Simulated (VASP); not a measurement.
Band structure of Li (bcc). These are SCAN meta-GGA, VASP's PBE PAW potentials (set 64) (plane waves; VASP) values and carry that method's errors.

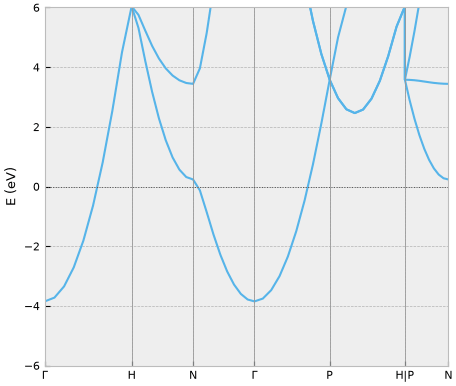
*Bands along high-symmetry lines, zero at the valence-band maximum or, without a gap, the Fermi level*

### Question
Read the plot: is there a gap, and where are the band edges?

### Answer
It has no gap at this level: it comes out as a metal or semimetal.

The compound is Li in the bcc structure. It was relaxed first, which changed the volume by -5 %.
